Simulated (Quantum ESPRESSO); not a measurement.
# Gap and tunnelling decay at a withheld lattice constant: LiZnCl3, cubic perovskite type

**Set-up.** Quantum ESPRESSO 7.5 (pw.x, pwcond.x with ikind = 0), PBE, GBRV ultrasoft, cubic crystals. κ is the slowest decay along [001] at mid-gap among three points across the current.

```tsv
a (Å)	gap on the mesh (eV)	κ (1/Å)
4.573	1.768	0.219
4.719	1.784	0.216
4.865	1.674	0.197
5.011	1.381	0.170
```

To predict: What are gap and κ at a = 5.157 Å?

By hand: A line through the rows at 4.865 and 5.011 Å gives a gap of 1.674 + 2.000 × (1.381 − 1.674) = 1.09 eV and κ = 0.143 1/Å. The two-band model κ = 0.5123 √(m* E_g/4) needs m* = 0.353 at 4.865 Å; with that mass and the new gap, κ = 0.159 1/Å.

**The withheld run.** The gap is 1.093 eV and κ = 0.148 1/Å. The line misses the gap by −0.005 eV and κ by −3.4 %; the two-band estimate misses κ by +7.3 %.

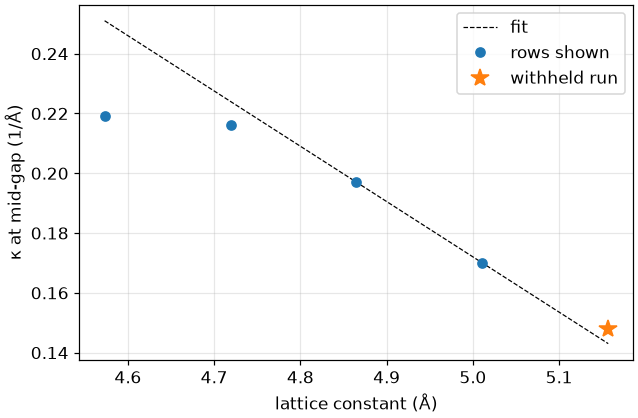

The rows shown, the fit and the withheld run.

**Limits.** The structure type is imposed. Local and semilocal gaps and decay constants are too small; no spin-orbit coupling. For an indirect gap m* is a fitting number alone.

[Logs are printed without paths, hosts, clocks, repeated set-up lines and the standing remarks that a program may print on its own settings, such as how far it seeks lower states.]
